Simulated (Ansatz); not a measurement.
The relaxed structure here is a generated cell of GaP: the first start was made by placing the elements on the sites of a structure type, and the end was not matched to a known phase here, so it may be hypothetical. Known forms of GaP include space group No. 216.

A relaxed structure of GaP. Calculation: PBE (plane waves to 420 eV, PAW, scalar-relativistic; Ansatz, an electronic-structure program).

P6₂22 (No. 180), hP6; a = 3.899 Å, b = 3.899 Å, c = 8.587 Å, α = 90.00°, β = 90.00°, γ = 120.00°.

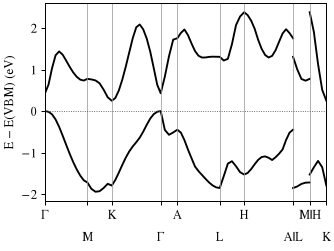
Figure: Highest filled and lowest empty band along the path of this cell's Brillouin zone

Q: Read off the gap and say whether it is direct.

A: 0.25 eV, indirect (valence top at Γ, conduction bottom at K) (no spin-orbit coupling).

Q: How far does the top valence band disperse along this path?

A: About 1.9 eV.

No spin polarisation in the result.

The run could not lose the symmetry of its start: the end is stationary, and may be a saddle point rather than a minimum.
